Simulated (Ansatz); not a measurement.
Run report: HfH3SCl3O, geometry relaxation (part 1 of 2)

System: HfH3SCl3O.
Method: RKS B3LYP-D4/def2-SVP (Ansatz 0.2.0).

The input holds or restrains some coordinates. Forces given for the steps count only the free coordinates. It belongs to a series of runs on one base structure; here: pulled along the bonds that form and break, towards end B. Figures and captions count atoms from 1; the log counts them from 0 in places.

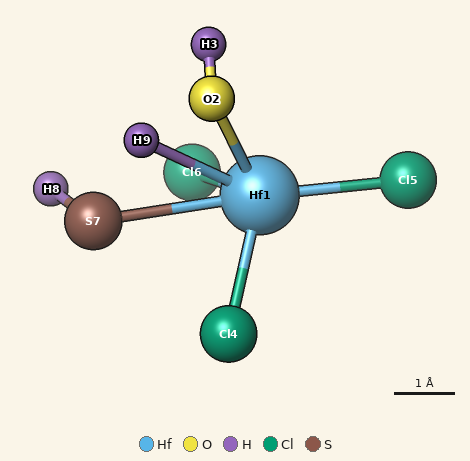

Figure 1. The structure as given in the input (ball-and-stick view, seen at a tilt; atoms are numbered from 1 in the order of the input). Sticks mark near contacts.

Input file
```yaml
crystal:
  periodic: [false, false, false]
  atoms:
    - { symbol: Hf, position_ang: [0.0, 0.0, 0.0] }
    - { symbol: O, position_ang: [0.0, 0.0, 2.42] }
    - { symbol: H, position_ang: [-0.9095, -0.2814, 2.7571] }
    - { symbol: Cl, position_ang: [2.3764, 0.0, -0.8392] }
    - { symbol: Cl, position_ang: [-1.1869, 2.0563, -0.8392] }
    - { symbol: Cl, position_ang: [-1.1869, -2.0563, -0.8392] }
    - { symbol: S, position_ang: [1.4875, -2.2588, 0.8987] }
    - { symbol: H, position_ang: [0.7024, -3.4121, 0.7815] }
    - { symbol: H, position_ang: [0.7562, -1.1483, 2.1622] }
basis:
  gaussian: { orbitals: def2-SVP }
hamiltonian:
  xc: b3lyp
  dispersion: d4
relax:
  f_tol: 0.15
  max_steps: 25
  restrain:
    - { distance: [0, 6], at: 2.55, k: 30.0 }
    - { distance: [8, 1], at: 1.01, k: 30.0 }
    - { distance: [0, 1], at: 3.27, k: 30.0 }
    - { distance: [8, 6], at: 2.6, k: 30.0 }
output:
  orbitals: {}
```

Hardware: 4 threads of AMD EPYC (Zen 3), 32 GiB of memory available, shared host.

Command:
```bash
ansatz run input.yaml --threads 4 --pin off --max-ram 5120MiB --backend cpu --events-out ev --progress --plain --runs-dir out
```

Output
```
The last accepted step is kept in [file] (removed where the run ends without a failure and the disk answers)
Engine: ansatz 0.2.0, x86_64-unknown-linux-gnu
Functional definition: B3LYP
  parameter a0 = 0.2
  parameter ax = 0.72
  parameter ac = 0.81
  exchange = (1 - a0 - ax)*slater_x + ax*b88_x + a0*exact_x
  correlation = (1 - ac)*vwn_rpa_c + ac*lyp_c
1340 factors; integrals over basis functions are off by at most 3.0e-4 eV
mean field evaluation 1: about -51789.3606 eV, gradient 5.7e1 eV
mean field evaluation 2: about -51630.4701 eV, gradient 2.5e2 eV
mean field evaluation 4: about -51796.3151 eV, gradient 1.4e1 eV
mean field evaluation 8: about -51796.9258 eV, gradient 4.3e-1 eV
mean field evaluation 16: about -51796.9264 eV, gradient 1.1e-4 eV
mean field -51796.92640418 eV, -1903.5019361359 hartree, gradient 2.9e-5 eV, S^2 0.000000; 0 other end points of the search recorded, 0 dependent functions left out
the calculation of the forces begins
reference -51796.92675545 eV, -1903.5019490450 hartree; 45, 45 occupied and 88, 88 virtual orbitals, 1340 factors
relax step   1: F+E_penalty+E_count = -51797.42314151 eV  Δ(F+E_penalty+E_count) = +0.000e0 eV  max|allowed force component| = 2.509e0 eV/Å  E_restraint = 23.25180902 eV  max|allowed force component, restraints' pulls added| = 2.344e1 eV/Å  Δτ_max = 0.0000 Å  (31 SCF iters, accepted)
  distance Hf 0 - S 6 = 2.8500 Å
  distance H 8 - O 1 = 1.3989 Å
  distance Hf 0 - O 1 = 2.4200 Å
  distance H 8 - S 6 = 1.8342 Å
these checks for a lower state are left out or cut short: starts, cluster_reference, orbital_swaps, neighbouring_geometries, increment
1340 factors; integrals over basis functions are off by at most 4.5e-4 eV
mean field -51796.96506233 eV, -1903.5033567969 hartree, gradient 1.7e-5 eV, S^2 0.000000; 0 other end points of the search recorded, 0 dependent functions left out
[... from here on the field's lines of each further geometry are left out, up to the last ...]
relax step   2: F+E_penalty+E_count = -51797.45291637 eV  Δ(F+E_penalty+E_count) = -2.977e-2 eV  max|allowed force component| = 2.824e0 eV/Å  E_restraint = 9.15511460 eV  max|allowed force component, restraints' pulls added| = 1.501e1 eV/Å  Δτ_max = 0.1949 Å  (38 SCF iters, accepted)
relax step   3: F+E_penalty+E_count = -51797.77253414 eV  Δ(F+E_penalty+E_count) = -3.196e-1 eV  max|allowed force component| = 1.941e0 eV/Å  E_restraint = 2.23554895 eV  max|allowed force component, restraints' pulls added| = 6.934e0 eV/Å  Δτ_max = 0.1948 Å  (39 SCF iters, accepted)
relax step   4: F+E_penalty+E_count = -51798.37807815 eV  Δ(F+E_penalty+E_count) = -6.055e-1 eV  max|allowed force component| = 1.177e0 eV/Å  E_restraint = 0.13146339 eV  max|allowed force component, restraints' pulls added| = 2.028e0 eV/Å  Δτ_max = 0.1949 Å  (37 SCF iters, accepted)
relax step   5: F+E_penalty+E_count = -51798.81646666 eV  Δ(F+E_penalty+E_count) = -4.384e-1 eV  max|allowed force component| = 1.146e0 eV/Å  E_restraint = 0.01464539 eV  max|allowed force component, restraints' pulls added| = 1.128e0 eV/Å  Δτ_max = 0.1908 Å  (35 SCF iters, accepted)
relax step   6: F+E_penalty+E_count = -51799.14188913 eV  Δ(F+E_penalty+E_count) = -3.254e-1 eV  max|allowed force component| = 1.566e0 eV/Å  E_restraint = 0.00950683 eV  max|allowed force component, restraints' pulls added| = 1.400e0 eV/Å  Δτ_max = 0.1932 Å  (38 SCF iters, accepted)
relax step   7: F+E_penalty+E_count = -51799.38793339 eV  Δ(F+E_penalty+E_count) = -2.460e-1 eV  max|allowed force component| = 1.261e0 eV/Å  E_restraint = 0.00912596 eV  max|allowed force component, restraints' pulls added| = 7.505e-1 eV/Å  Δτ_max = 0.1953 Å  (36 SCF iters, accepted)
relax step   8: F+E_penalty+E_count = -51799.54718445 eV  Δ(F+E_penalty+E_count) = -1.593e-1 eV  max|allowed force component| = 9.723e-1 eV/Å  E_restraint = 0.01154665 eV  max|allowed force component, restraints' pulls added| = 4.348e-1 eV/Å  Δτ_max = 0.1999 Å  (31 SCF iters, accepted)
relax step   9: F+E_penalty+E_count = -51799.64241951 eV  Δ(F+E_penalty+E_count) = -9.524e-2 eV  max|allowed force component| = 6.644e-1 eV/Å  E_restraint = 0.01318915 eV  max|allowed force component, restraints' pulls added| = 1.701e-1 eV/Å  Δτ_max = 0.1998 Å  (36 SCF iters, accepted)
relax step  10: F+E_penalty+E_count = -51799.67159688 eV  Δ(F+E_penalty+E_count) = -2.918e-2 eV  max|allowed force component| = 6.527e-1 eV/Å  E_restraint = 0.01545045 eV  max|allowed force component, restraints' pulls added| = 4.217e-1 eV/Å  Δτ_max = 0.1967 Å  (36 SCF iters, accepted)
relax step  11: F+E_penalty+E_count = -51799.71168040 eV  Δ(F+E_penalty+E_count) = -4.008e-2 eV  max|allowed force component| = 6.605e-1 eV/Å  E_restraint = 0.01407418 eV  max|allowed force component, restraints' pulls added| = 1.619e-1 eV/Å  Δτ_max = 0.1996 Å  (36 SCF iters, accepted)
relax step  12: F+E_penalty+E_count = -51799.67495861 eV  Δ(F+E_penalty+E_count) = +3.672e-2 eV  max|allowed force component| = 1.879e0 eV/Å  E_restraint = 0.01791746 eV  max|allowed force component, restraints' pulls added| = 1.841e0 eV/Å  Δτ_max = 0.1908 Å  (30 SCF iters, rejected (line search))
relax step  13: F+E_penalty+E_count = -51799.73553230 eV  Δ(F+E_penalty+E_count) = -2.385e-2 eV  max|allowed force component| = 6.501e-1 eV/Å  E_restraint = 0.01492708 eV  max|allowed force component, restraints' pulls added| = 1.632e-1 eV/Å  Δτ_max = 0.0951 Å  (30 SCF iters, accepted)
relax step  14: F+E_penalty+E_count = -51799.75400832 eV  Δ(F+E_penalty+E_count) = -1.848e-2 eV  max|allowed force component| = 6.640e-1 eV/Å  E_restraint = 0.01337940 eV  max|allowed force component, restraints' pulls added| = 3.427e-1 eV/Å  Δτ_max = 0.0977 Å  (31 SCF iters, accepted)
relax step  15: F+E_penalty+E_count = -51799.78175399 eV  Δ(F+E_penalty+E_count) = -2.775e-2 eV  max|allowed force component| = 8.816e-1 eV/Å  E_restraint = 0.00982549 eV  max|allowed force component, restraints' pulls added| = 5.734e-1 eV/Å  Δτ_max = 0.1463 Å  (31 SCF iters, accepted)
relax step  16: F+E_penalty+E_count = -51799.81444425 eV  Δ(F+E_penalty+E_count) = -3.269e-2 eV  max|allowed force component| = 1.021e0 eV/Å  E_restraint = 0.00903222 eV  max|allowed force component, restraints' pulls added| = 6.847e-1 eV/Å  Δτ_max = 0.1995 Å  (31 SCF iters, accepted)
relax step  17: F+E_penalty+E_count = -51799.81543818 eV  Δ(F+E_penalty+E_count) = -9.939e-4 eV  max|allowed force component| = 1.602e0 eV/Å  E_restraint = 0.00767325 eV  max|allowed force component, restraints' pulls added| = 1.594e0 eV/Å  Δτ_max = 0.1961 Å  (36 SCF iters, accepted)
relax step  18: F+E_penalty+E_count = -51799.91643726 eV  Δ(F+E_penalty+E_count) = -1.010e-1 eV  max|allowed force component| = 8.471e-1 eV/Å  E_restraint = 0.01836804 eV  max|allowed force component, restraints' pulls added| = 2.162e-1 eV/Å  Δτ_max = 0.2000 Å  (36 SCF iters, accepted)
relax step  19: F+E_penalty+E_count = -51799.95141667 eV  Δ(F+E_penalty+E_count) = -3.498e-2 eV  max|allowed force component| = 7.690e-1 eV/Å  E_restraint = 0.01848171 eV  max|allowed force component, restraints' pulls added| = 9.678e-2 eV/Å  Δτ_max = 0.2000 Å  (31 SCF iters, accepted)
relax step  20: F+E_penalty+E_count = -51799.89256435 eV  Δ(F+E_penalty+E_count) = +5.885e-2 eV  max|allowed force component| = 2.096e0 eV/Å  E_restraint = 0.01449494 eV  max|allowed force component, restraints' pulls added| = 2.062e0 eV/Å  Δτ_max = 0.1954 Å  (30 SCF iters, rejected (line search))
relax step  21: F+E_penalty+E_count = -51799.95651074 eV  Δ(F+E_penalty+E_count) = -5.094e-3 eV  max|allowed force component| = 9.543e-1 eV/Å  E_restraint = 0.01852898 eV  max|allowed force component, restraints' pulls added| = 2.159e-1 eV/Å  Δτ_max = 0.0953 Å  (30 SCF iters, accepted)
relax step  22: F+E_penalty+E_count = -51799.95849644 eV  Δ(F+E_penalty+E_count) = -1.986e-3 eV  max|allowed force component| = 9.516e-1 eV/Å  E_restraint = 0.01746435 eV  max|allowed force component, restraints' pulls added| = 2.709e-1 eV/Å  Δτ_max = 0.0869 Å  (31 SCF iters, accepted)
relax step  23: F+E_penalty+E_count = -51799.95766407 eV  Δ(F+E_penalty+E_count) = +8.324e-4 eV  max|allowed force component| = 8.314e-1 eV/Å  E_restraint = 0.01733311 eV  max|allowed force component, restraints' pulls added| = 2.906e-1 eV/Å  Δτ_max = 0.1027 Å  (31 SCF iters, rejected (line search))
the calculation of the forces begins
reference -51799.48644822 eV, -1903.5960160192 hartree; 45, 45 occupied and 88, 88 virtual orbitals, 1341 factors
relax step  24: F+E_penalty+E_count = -51799.96271610 eV  Δ(F+E_penalty+E_count) = -4.220e-3 eV  max|allowed force component| = 8.693e-1 eV/Å  E_restraint = 0.01831810 eV  max|allowed force component, restraints' pulls added| = 7.889e-2 eV/Å  Δτ_max = 0.0514 Å  (32 SCF iters, accepted)
  distance Hf 0 - S 6 = 2.5273 Å
  distance H 8 - O 1 = 0.9883 Å
  distance Hf 0 - O 1 = 3.2549 Å
  distance H 8 - S 6 = 2.6026 Å
1341 factors; integrals over basis functions are off by at most 8.8e-4 eV
mean field evaluation 192: about -51799.4509 eV, gradient 1.4e-1 eV
```

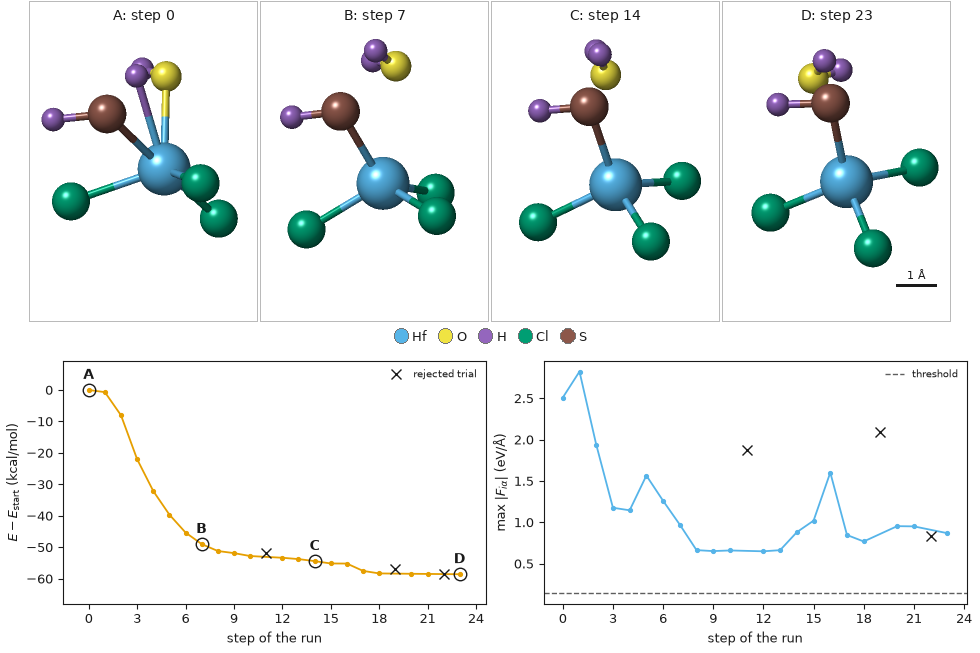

Figure 2. Frames of the restrained relaxation (ball-and-stick view, seen at a tilt) above the curves, on which the letters mark them (the first geometry is step 0 here and step 1 in the log).

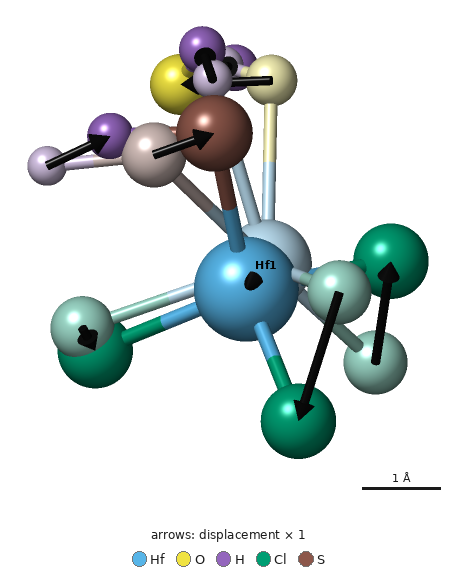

Figure 3. Start (faint) and end (solid) with the displacements as black arrows, at true length (ball-and-stick view, seen at a tilt). The two geometries are laid on each other by the best rigid fit. The atom that moves furthest after the best rigid fit is Cl4 (1.75 Å). Largest moves by element: Cl 1.75 Å, O 1.27 Å, H 0.92 Å, S 0.85 Å, Hf 0.82 Å. Distances before and after: Hf1–O2 2.420 → 3.255 Å, Hf1–H9 2.562 → 3.255 Å, O2–H9 1.399 → 0.988 Å, Hf1–S7 2.850 → 2.527 Å. New bonds form: O2–H9 (1.40 → 0.99 Å). Bonds break: Hf1–O2 (2.42 → 3.25 Å). Among the angles that change: Cl5–Hf1–S7 176.6° → 110.8°, Cl6–Hf1–S7 72.8° → 113.2°, Cl4–Hf1–S7 67.2° → 104.9°. After 23 geometry steps the energy has fallen by 58.6 kcal/mol. The largest force component goes from 2.5 to 0.87 eV/Å. The line search rejected the trial steps at points 11, 19, 22 (counted from 0) and went back. (Atoms are counted from 1 in the order of the input.)

```
mean field -51799.48609661 eV, -1903.5960030977 hartree, gradient 8.0e-6 eV, S^2 0.000000; 1 other end points of the search recorded, 0 dependent functions left out
the calculation of the forces begins
reference -51799.48644822 eV, -1903.5960160192 hartree; 45, 45 occupied and 88, 88 virtual orbitals, 1341 factors
Total energy: -51799.96306771 eV, -1903.6135314624 hartree
Atom 0 at     0.472554    -0.462137    -0.467754 Å, force     0.214601    -0.370210     0.816274 eV/Å
Atom 1 at    -0.913322    -0.890999     2.445944 Å, force     0.869333     0.023950    -0.161180 eV/Å
Atom 2 at    -1.138509    -0.029073     2.829064 Å, force     0.030177    -0.069587    -0.040199 eV/Å
Atom 3 at     1.728706    -0.214790    -2.422078 Å, force    -0.005541    -0.001055     0.007524 eV/Å
Atom 4 at     0.091292     1.736891     0.280013 Å, force     0.003327    -0.014352    -0.005787 eV/Å
Atom 5 at    -1.419198    -1.693831    -1.088132 Å, force     0.011276    -0.004650     0.002945 eV/Å
Atom 6 at     1.988402    -1.703495     1.128591 Å, force    -0.384233     0.291407    -0.462980 eV/Å
Atom 7 at     1.199680    -2.809867     1.090552 Å, force     0.017814     0.025723    -0.008661 eV/Å
Atom 8 at     0.029596    -1.033299     2.705701 Å, force    -0.756753     0.118775    -0.147935 eV/Å
Dipole moment:    -0.036995     0.031696     0.393613 e Å
```

Trajectory as extended XYZ (Å, eV, eV/Å), 24 frames, from step=1 to step=24
```
9
Properties=species:S:1:pos:R:3:forces:R:3 step=1 energy=-51797.42314
Hf    0.0000    0.0000    0.0000    1.2369  -1.8072   0.3508
O     0.0000    0.0000    2.4200   -0.7230  -1.4345  -2.5093
H    -0.9095   -0.2814    2.7571    1.5296   0.3529  -0.3597
Cl    2.3764    0.0000   -0.8392   -1.9582   1.1314   0.1883
Cl   -1.1869    2.0563   -0.8392    0.8836  -1.5844   0.7276
Cl   -1.1869   -2.0563   -0.8392    0.1464   2.1072   0.2563
S     1.4875   -2.2588    0.8987   -0.7173   0.1846   1.2245
H     0.7024   -3.4121    0.7815    0.1793   1.0965   0.4988
H     0.7562   -1.1483    2.1622   -0.5775  -0.0465  -0.3774
9
Properties=species:S:1:pos:R:3:forces:R:3 step=2 energy=-51797.45292
Hf    0.0568   -0.0849   -0.1562    0.9400  -1.4167   0.8517
O     0.0303   -0.0393    2.5697    0.8933  -2.2564  -2.8239
H    -0.9103   -0.2843    2.7610    0.9557  -0.1799   0.0844
Cl    2.3599    0.0142   -0.8413   -1.0299   1.1825  -0.3631
Cl   -1.1745    2.0342   -0.8306    0.9078  -1.6056   0.6363
Cl   -1.1885   -2.0364   -0.8398   -0.2934   1.4049  -0.2598
S     1.5014   -2.2770    0.7756   -0.7072   0.1487   0.9408
H     0.6998   -3.4060    0.7857    0.1145   0.7949   0.2186
H     0.6643   -1.0212    2.2779   -1.7809   1.9277   0.7150
9
Properties=species:S:1:pos:R:3:forces:R:3 step=3 energy=-51797.77253
Hf    0.1142   -0.1737   -0.2814    0.2584  -0.5409   1.1236
O     0.0538   -0.0715    2.6868    0.1205  -0.6562  -1.9406
H    -0.9008   -0.2944    2.7676    0.7769  -0.2647   0.1984
Cl    2.3559    0.0366   -0.8564    0.1420   1.1850  -0.7822
Cl   -1.1565    2.0031   -0.8196    0.9603  -1.6890   0.5985
Cl   -1.2010   -2.0217   -0.8527   -0.8521   0.5113  -0.6698
S     1.4954   -2.2804    0.6659   -0.4474   0.1146   0.7251
H     0.7000   -3.3962    0.7858   -0.0158   0.6194   0.0783
H     0.5782   -0.9024    2.4059   -0.9427   0.7205   0.6687
9
Properties=species:S:1:pos:R:3:forces:R:3 step=4 energy=-51798.37808
Hf    0.1855   -0.2946   -0.4046    0.0995  -0.0758   0.8911
O     0.0372   -0.0514    2.7762   -0.5779   0.7019  -1.0386
H    -0.8999   -0.3123    2.8222    0.3229  -0.1258   0.2212
Cl    2.4074    0.1624   -0.9725   -0.0160   0.5972  -0.6068
Cl   -1.0647    1.8403   -0.7642    0.6549  -1.1768   0.4619
Cl   -1.3214   -2.0013   -0.9662   -0.4224   0.2557  -0.5629
S     1.4814   -2.2509    0.6359   -0.1864   0.0518   0.5322
H     0.6729   -3.3422    0.7897   -0.0934   0.4672   0.0063
H     0.5408   -0.8506    2.5853    0.2188  -0.6955   0.0955
9
Properties=species:S:1:pos:R:3:forces:R:3 step=5 energy=-51798.81647
Hf    0.2348   -0.3652   -0.4550    0.3297  -0.4205   0.9030
O     0.0009   -0.0148    2.7574    0.6759  -1.1460  -1.0810
H    -0.9089   -0.3219    2.8954    0.0767  -0.0415   0.1534
Cl    2.4042    0.2523   -1.0998   -0.1010   0.2371  -0.5053
Cl   -0.9849    1.6898   -0.6783    0.1529  -0.2874   0.3642
Cl   -1.3786   -1.9597   -1.0864   -0.0593   0.1329  -0.4461
S     1.5114   -2.2460    0.7028   -0.3881   0.0486   0.3572
H     0.6175   -3.2761    0.7989    0.0591   0.4004   0.0216
H     0.5428   -0.8590    2.6670   -0.7460   1.0764   0.2330
```
